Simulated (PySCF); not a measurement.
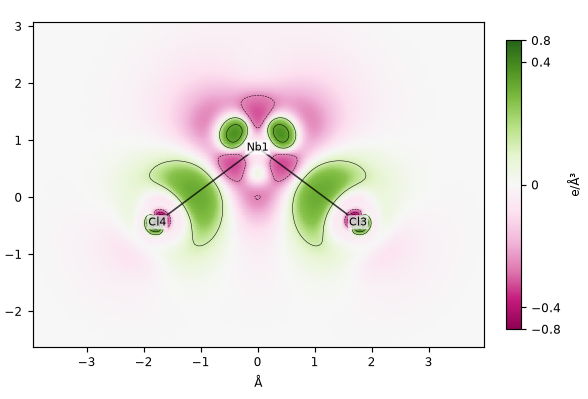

Figure 1: Cl₃NbO. Deformation density (molecule less spherical, spin-averaged free atoms) in the plane of Nb1, Cl3 and Cl4; colour scale in e/Å³, logarithmic beyond ±0.1; green: gain, pink: loss.

Level of theory: PBE0/def2-SVPD (PySCF), at a geometry from GFN2-xTB. Core potentials replace the inner electrons of Nb; spin–orbit coupling isn't included. This is a single-reference result, which may miss multireference character in this system. No frequency check shows the geometry to be a minimum. GFN2-xTB bond lengths at metals and heavier atoms can be off by up to 0.1 Å and shapes distorted, which carries into these values.

Question: How much density has each bond in this plane gained at its critical point, relative to the free atoms?

Answer: Nb1–Cl4 and Nb1–Cl3: +0.10 e/Å³ at the bond critical point (bond length 2.20 Å). In all, 1.3 electrons gather in the regions of gain relative to the promolecule. A small or negative value marks a very polar bond, one between electron-rich atoms, whose free-atom densities already overlap strongly, a long bond to a heavier atom, or a closed-shell contact such as a hydrogen bond.
